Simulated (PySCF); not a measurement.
## C₂H₆O₂Sn: geometry relaxation

System: C₂H₆O₂Sn (Sn(OMe)2).
Method: PBE0-D3(BJ)/def2-SVP geometry optimisation, gas phase (PySCF 2.14.0).

It belongs to a series of runs on one base structure; here: ligand (both): Cl to OMe.

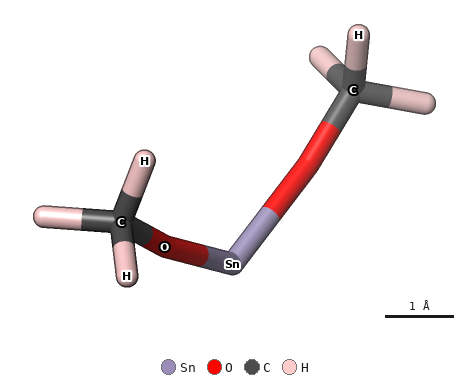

The input geometry (stick view, seen at a tilt). Sticks mark near contacts. Bond lengths as drawn: C–H 1.08 to 1.15 Å, C–O 1.36 to 1.38 Å and O–Sn 1.94 to 2.04 Å.

Results in brief:

- outcome: converged
- total energy: −444.160373 hartree
- dipole moment: 0.28 D
- point group: C1
- hardware: 1 CPU thread, shared host
- wall time: 49 s
- peak memory: 0.46 GiB

The input:
```
{"job": {"xc": "PBE0", "basis": "def2-SVP", "d3": "d3bj", "grid": 1, "maxiter": 30, "shake": 0.03, "kind": "geom"}, "charge": 0, "multiplicity": 1}
Sn     0.082320     0.552240    -1.485160
O      1.762970     0.179290    -0.592220
C      2.837880    -0.165960     0.162090
H      3.403870    -1.106550    -0.166930
H      2.617630    -0.273880     1.209520
H      3.658590     0.623100     0.082440
O     -1.734330     0.288670    -0.591150
C     -2.857210     0.023840     0.161490
H     -3.626390     0.844310     0.150080
H     -2.646890    -0.131150     1.258100
H     -3.400380    -0.919420    -0.157370
```

The first line tells a small driver script what to run in PySCF; the rest is the geometry in Å.

Command:
```bash
OMP_NUM_THREADS=1 python <driver script> task.json out
```

The program's output:
```
step   0  E = -444.13442169  max force = 0.046195
step   1  E = -444.14197216  max force = 0.026255
step   2  E = -444.14671028  max force = 0.012412
step   3  E = -444.15075116  max force = 0.006774
step   4  E = -444.15360890  max force = 0.008452
step   5  E = -444.15569820  max force = 0.014614
step   6  E = -444.15516167  max force = 0.010419
step   7  E = -444.15934907  max force = 0.008734
step   8  E = -444.16029141  max force = 0.002833
step   9  E = -444.16036375  max force = 0.001147
step  10  E = -444.16037254  max force = 0.000344
optimisation converged
```

Trajectory as extended XYZ (Å, eV, eV/Å), 11 frames, from step=0 to step=10:
```
11
Properties=species:S:1:pos:R:3:forces:R:3 step=0 energy=-12085.51319
Sn    0.0823    0.5522   -1.4852   -1.6099   0.3619  -0.8394
O     1.7630    0.1793   -0.5922    0.4429  -0.4163   0.2175
C     2.8379   -0.1660    0.1621    2.3755   0.0896  -0.6734
H     3.4039   -1.1065   -0.1669   -0.9628   0.6393   0.1204
H     2.6176   -0.2739    1.2095   -0.2840  -0.1850   1.0362
H     3.6586    0.6231    0.0824   -0.7475  -0.4645   0.1539
O    -1.7343    0.2887   -0.5911    0.1998   0.0407  -0.0784
C    -2.8572    0.0238    0.1615   -0.4205  -0.5290   0.8696
H    -3.6264    0.8443    0.1501    0.4712  -0.2264  -0.3081
H    -2.6469   -0.1311    1.2581    0.0913   0.0515  -0.5005
H    -3.4004   -0.9194   -0.1574    0.4440   0.6382   0.0021
11
Properties=species:S:1:pos:R:3:forces:R:3 step=1 energy=-12085.71865
Sn    0.0546    0.5920   -1.5967   -0.8472   0.1743  -0.3946
O     1.7251    0.1988   -0.6366    0.0915  -0.1979   0.0357
C     2.7618   -0.1631    0.1760    1.3501   0.0136  -0.1398
H     3.2879   -1.1094   -0.1368   -0.5906   0.2916   0.0521
H     2.4819   -0.2733    1.2272   -0.1781  -0.1027   0.4147
H     3.5909    0.5971    0.1388   -0.4694  -0.1737   0.0807
O    -1.7062    0.3039   -0.6412    0.4044   0.0943  -0.2569
C    -2.7684    0.0134    0.1765   -0.3013  -0.3611   0.7529
H    -3.5424    0.8174    0.1930    0.2372  -0.0899  -0.2175
H    -2.4880   -0.1337    1.2495    0.0783   0.0273  -0.2755
H    -3.2992   -0.9286   -0.1188    0.2251   0.3241  -0.0518
11
Properties=species:S:1:pos:R:3:forces:R:3 step=2 energy=-12085.84758
Sn    0.0403    0.6361   -1.7175   -0.4623   0.0798  -0.1692
O     1.6740    0.2208   -0.6899    0.0606  -0.0978  -0.0133
C     2.6530   -0.1625    0.1915    0.6383   0.0121   0.0814
H     3.1496   -1.1184   -0.0960   -0.3357   0.0532   0.0037
H     2.2978   -0.2681    1.2300   -0.1004  -0.0594   0.1169
H     3.4907    0.5730    0.2066   -0.2436   0.0007   0.0461
O    -1.6597    0.3223   -0.6991    0.3145   0.1145  -0.3046
C    -2.6513    0.0028    0.1925   -0.1393  -0.2247   0.5889
H    -3.4356    0.7875    0.2511    0.1007  -0.0126  -0.1447
H    -2.2891   -0.1354    1.2361    0.0727   0.0117  -0.1343
H    -3.1718   -0.9437   -0.0745    0.0945   0.1226  -0.0709
11
Properties=species:S:1:pos:R:3:forces:R:3 step=3 energy=-12085.95754
Sn    0.0280    0.6925   -1.8701   -0.1058  -0.0192   0.0768
O     1.6045    0.2496   -0.7591    0.0851   0.0026  -0.1002
C     2.4888   -0.1625    0.2126    0.0619   0.0156   0.1205
H     2.9514   -1.1369   -0.0382   -0.1281  -0.0787   0.0006
H     2.0278   -0.2551    1.2166   -0.0117  -0.0274  -0.0513
H     3.3380    0.5434    0.3034   -0.0671   0.0815   0.0332
O    -1.5948    0.3486   -0.7757    0.0526   0.1052  -0.2785
C    -2.4789   -0.0100    0.2125    0.0271  -0.1024   0.3484
H    -3.2781    0.7468    0.3370    0.0129   0.0267  -0.0598
H    -2.0043   -0.1330    1.2075    0.0581   0.0017  -0.0385
H    -2.9844   -0.9689   -0.0157    0.0151  -0.0056  -0.0511
11
Properties=species:S:1:pos:R:3:forces:R:3 step=4 energy=-12086.03530
Sn    0.0166    0.7585   -2.0491    0.1600  -0.0974   0.2765
O     1.5162    0.2861   -0.8484    0.3022   0.1062  -0.2326
C     2.2420   -0.1617    0.2374   -0.4346   0.0184   0.0605
H     2.6576   -1.1649    0.0421    0.0522  -0.1292   0.0366
H     1.6335   -0.2268    1.1665    0.0883  -0.0031  -0.1057
H     3.0968    0.5052    0.4436    0.0657   0.0762   0.0405
O    -1.5159    0.3825   -0.8713   -0.3620   0.1000  -0.2713
C    -2.2227   -0.0260    0.2371    0.1716   0.0014   0.0664
H    -3.0335    0.6886    0.4678   -0.0378   0.0344   0.0521
H    -1.5919   -0.1204    1.1406    0.0303  -0.0130   0.0647
H    -2.7007   -1.0066    0.0646   -0.0360  -0.0938   0.0123
11
Properties=species:S:1:pos:R:3:forces:R:3 step=5 energy=-12086.09216
Sn    0.0082    0.8104   -2.1969    0.2329  -0.1697   0.4737
O     1.4544    0.3203   -0.9346    0.5182   0.1655  -0.3130
C     1.9670   -0.1580    0.2580   -0.7515   0.0326  -0.0548
H     2.3300   -1.1894    0.1272    0.1675  -0.1549   0.0781
H     1.2058   -0.1823    1.0718    0.1858   0.0152  -0.1013
H     2.8071    0.4645    0.6028    0.1500   0.0510   0.0579
O    -1.4665    0.4121   -0.9584   -0.6596   0.1074  -0.2737
C    -1.9391   -0.0418    0.2573    0.2371   0.0743  -0.1582
H    -2.7408    0.6223    0.6240   -0.0317   0.0353   0.1214
H    -1.1493   -0.0956    1.0276   -0.0082  -0.0164   0.1129
H    -2.3787   -1.0479    0.1521   -0.0406  -0.1402   0.0569
11
Properties=species:S:1:pos:R:3:forces:R:3 step=6 energy=-12086.07756
Sn   -0.0040    0.8335   -2.2642    0.2635  -0.1206   0.3475
O     1.4471    0.3433   -0.9935    0.3443   0.1901  -0.3184
C     1.7231   -0.1534    0.2697   -0.5358  -0.0069  -0.0759
H     2.0292   -1.2097    0.1978    0.2143  -0.1193   0.1271
H     0.8410   -0.1290    0.9481    0.5101   0.0225  -0.0730
H     2.5278    0.4270    0.7468    0.1742  -0.0183   0.0681
O    -1.4778    0.4345   -1.0151   -0.5302   0.0868  -0.1909
C    -1.6870   -0.0517    0.2661   -0.0824   0.0679  -0.1862
H    -2.4555    0.5590    0.7707    0.0046   0.0170   0.1470
H    -0.7701   -0.0551    0.8807   -0.3559   0.0078   0.0627
H    -2.0757   -1.0839    0.2238   -0.0067  -0.1271   0.0921
11
Properties=species:S:1:pos:R:3:forces:R:3 step=7 energy=-12086.19150
Sn    0.0015    0.8121   -2.2021    0.2080  -0.0834   0.2519
O     1.5061    0.3377   -0.9837    0.1659   0.1387  -0.2674
C     1.8657   -0.1557    0.2592   -0.4491  -0.0400  -0.0580
H     2.1944   -1.2068    0.1734    0.1858  -0.0266   0.0766
H     1.0327   -0.1512    0.9902    0.0830   0.0432   0.0074
H     2.6846    0.4441    0.6915    0.1211  -0.0494   0.0232
O    -1.5321    0.4340   -1.0072   -0.2987   0.0361  -0.0969
C    -1.8337   -0.0453    0.2594   -0.0225   0.0369  -0.2212
H    -2.6164    0.5852    0.7187    0.0214  -0.0009   0.1054
H    -0.9622   -0.0690    0.9342   -0.0178  -0.0004   0.1109
H    -2.2425   -1.0707    0.1973    0.0029  -0.0541   0.0681
11
Properties=species:S:1:pos:R:3:forces:R:3 step=8 energy=-12086.21714
Sn    0.0057    0.8084   -2.1703    0.0576  -0.0060   0.0401
O     1.5545    0.3409   -1.0014   -0.0249   0.0171  -0.0858
C     1.8760   -0.1585    0.2512   -0.1140   0.0056   0.0301
H     2.2179   -1.2085    0.1853    0.0711  -0.0042   0.0041
H     1.0375   -0.1440    0.9728    0.0029   0.0253  -0.0206
H     2.6941    0.4344    0.6981    0.0683  -0.0322   0.0190
O    -1.5813    0.4430   -1.0200   -0.0093  -0.0219   0.0302
C    -1.8518   -0.0439    0.2541   -0.0848   0.0330  -0.1457
H    -2.6288    0.5778    0.7356    0.0140   0.0002   0.0555
H    -0.9729   -0.0612    0.9211    0.0041   0.0053   0.0435
H    -2.2527   -1.0740    0.2044    0.0152  -0.0222   0.0295
11
Properties=species:S:1:pos:R:3:forces:R:3 step=9 energy=-12086.21911
Sn    0.0096    0.8092   -2.1634   -0.0037   0.0060   0.0104
O     1.5642    0.3422   -1.0047    0.0097  -0.0009  -0.0101
C     1.8846   -0.1583    0.2489   -0.0478  -0.0031   0.0306
H     2.2319   -1.2069    0.1828    0.0066  -0.0143  -0.0032
H     1.0447   -0.1398    0.9693    0.0262   0.0063  -0.0232
H     2.7101    0.4251    0.6976    0.0093   0.0095  -0.0081
O    -1.5857    0.4436   -1.0196    0.0075  -0.0208   0.0388
C    -1.8657   -0.0431    0.2521   -0.0009   0.0218  -0.0590
H    -2.6440    0.5757    0.7358   -0.0036   0.0063   0.0057
H    -0.9912   -0.0572    0.9274   -0.0040   0.0019   0.0123
H    -2.2602   -1.0759    0.2047    0.0008  -0.0126   0.0059
11
Properties=species:S:1:pos:R:3:forces:R:3 step=10 energy=-12086.21935
Sn    0.0114    0.8122   -2.1599   -0.0099   0.0089  -0.0027
O     1.5674    0.3422   -1.0053    0.0097  -0.0078  -0.0104
C     1.8878   -0.1594    0.2478   -0.0001   0.0042   0.0156
H     2.2349   -1.2086    0.1812   -0.0103  -0.0020  -0.0009
H     1.0494   -0.1377    0.9687    0.0094  -0.0017  -0.0068
H     2.7160    0.4229    0.6938   -0.0024   0.0024  -0.0022
O    -1.5839    0.4435   -1.0173    0.0105  -0.0153   0.0177
C    -1.8703   -0.0432    0.2518    0.0019   0.0145  -0.0068
H    -2.6513    0.5754    0.7322   -0.0069  -0.0014  -0.0028
H    -1.0005   -0.0556    0.9338   -0.0021   0.0003  -0.0010
H    -2.2629   -1.0771    0.2041    0.0002  -0.0020   0.0004
```

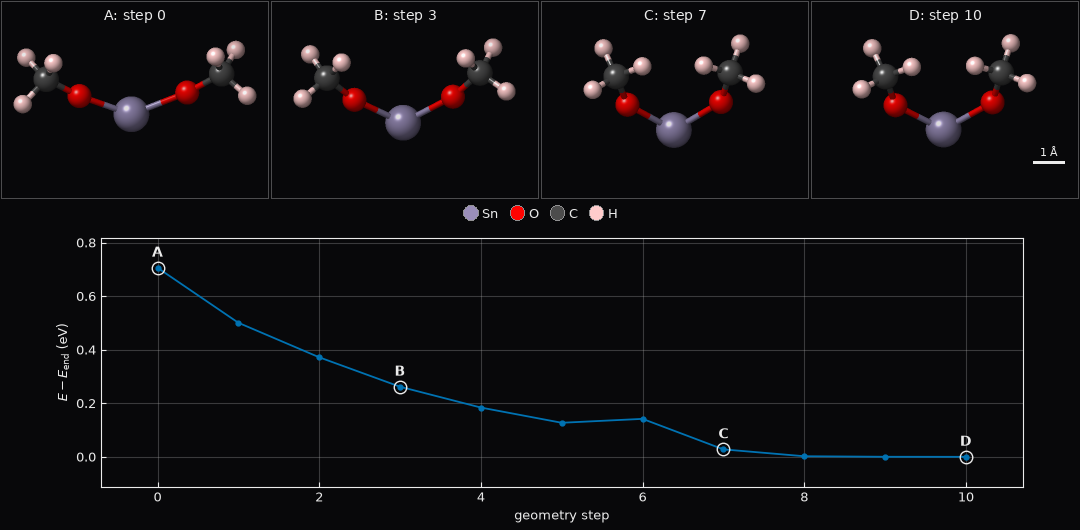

Frames of the relaxation (ball-and-stick view, seen at a tilt) above the curves, on which the letters mark them (steps are counted from 0).

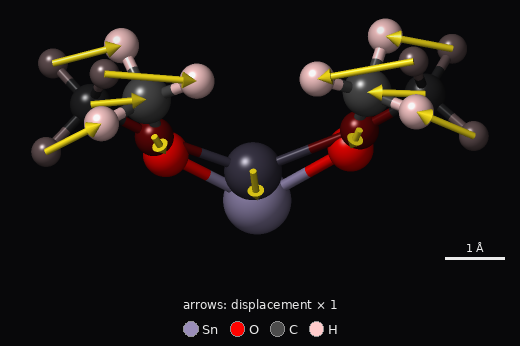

Start (faint) and end (solid) with the displacements as yellow arrows, at true length (ball-and-stick view, seen at a tilt). The two geometries are laid on each other by the best rigid fit. The atom that moves furthest after the best rigid fit is H10 (1.68 Å). By element the largest moves are H 1.68 Å, C 0.99 Å, Sn 0.73 Å, O 0.48 Å. Distances before and after: Sn1–O2 1.939 → 1.994 Å, Sn1–O7 2.042 → 1.997 Å, C3–H4 1.146 → 1.107 Å, C3–H6 1.141 → 1.106 Å. Among the angles that change: Sn1–O7–C8 171.6° → 138.8°, Sn1–O2–C3 172.2° → 142.0°, O2–Sn1–O7 123.0° → 104.4°. After 10 geometry steps the energy has fallen by 0.706 eV. Largest force component: 2.4 eV/Å at the start, 0.018 eV/Å at the end. (Atoms are counted from 1 in the order of the input.)
